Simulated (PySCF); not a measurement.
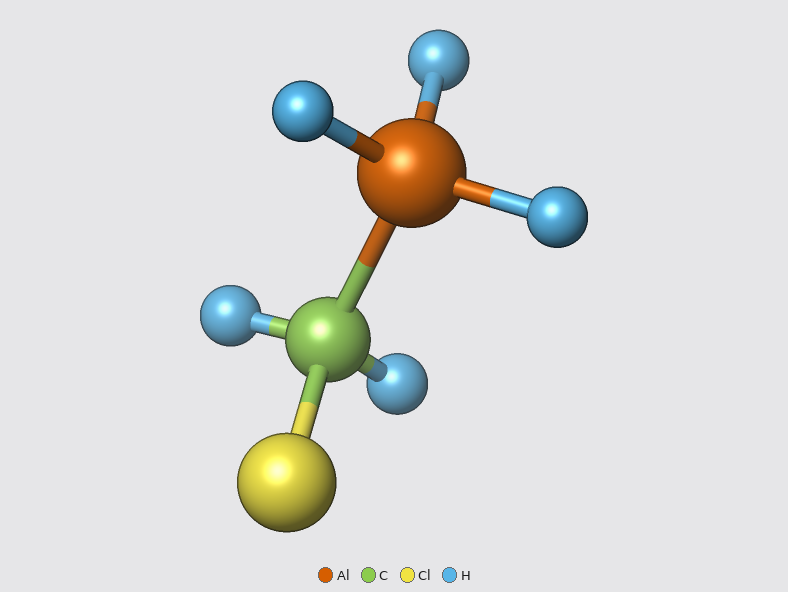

State: charge −1, singlet. The computed structure is the end point of a PBE0-D3(BJ)/def2-SVP optimisation. No frequency run is at hand to confirm it as a minimum. Program: PySCF 2.14.0.

Tabulate HOMO energy (eV) at these levels: B3LYP/pcSseg-2; B97-D/pcSseg-2; BLYP/pcSseg-2; BP86/pcSseg-2; HF/pcSseg-2; KT2/pcSseg-2; KT3/pcSseg-2; LDA/pcSseg-2; OPBE/pcSseg-2; PBE/pcSseg-2; PBE0/pcSseg-2; mPW1PW91/pcSseg-2.

```tsv
level	HOMO energy (eV)
B3LYP/pcSseg-2	−2.34
B97-D/pcSseg-2	−1.30
BLYP/pcSseg-2	−1.18
BP86/pcSseg-2	−1.41
HF/pcSseg-2	−5.61
KT2/pcSseg-2	−1.37
KT3/pcSseg-2	−1.36
LDA/pcSseg-2	−1.40
OPBE/pcSseg-2	−1.24
PBE/pcSseg-2	−1.29
PBE0/pcSseg-2	−2.54
mPW1PW91/pcSseg-2	−2.57
```
